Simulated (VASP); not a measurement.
Band structure of MgZn₃S₄ (space group Pm). Level of theory: modified Becke-Johnson potential (mBJ), VASP's PBE PAW potentials (set 64) (plane waves; VASP).

mBJ is a potential without an energy functional, so only the levels count.

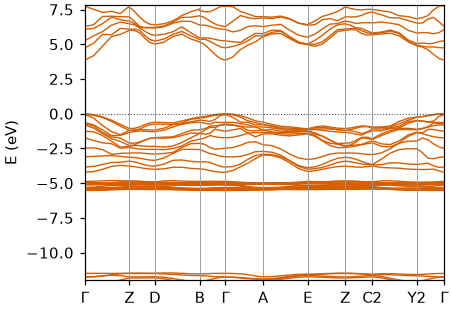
Fig. 1. Bands along high-symmetry lines, zero at the valence-band maximum or, without a gap, the Fermi level

Question: Read the plot: is there a gap, and where are the band edges?

Answer: The gap is direct, 3.86 eV, from the valence maximum at Γ to the conduction minimum at Γ.

The structure comes from a computed database's MgZn3S4 entry (Pm); how it stands against other phases isn't given here. It was relaxed first. The cell's shape comes from a PBE relaxation.
